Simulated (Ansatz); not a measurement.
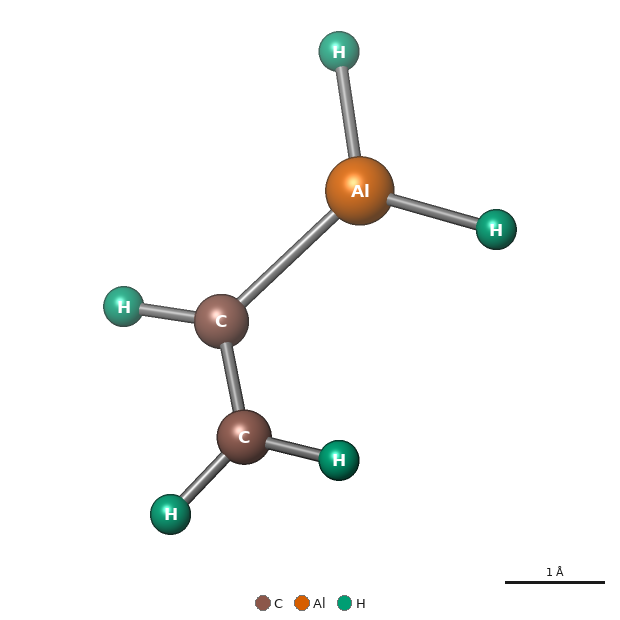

Atoms fade into the background with distance from the viewer. Computed geometry: PBE0-D4/def2-TZVP optimisation. No frequency run is at hand to confirm it as a minimum. Masses are those of the most abundant isotopes; constants are for the rigid equilibrium geometry.

Question: What kind of rotor is it, and what are its rotational constants in GHz?

Answer: An asymmetric top (Cs): A = 37.9, B = 5.40, C = 4.72 GHz. Ray's parameter κ is −0.96, close to the prolate limit.
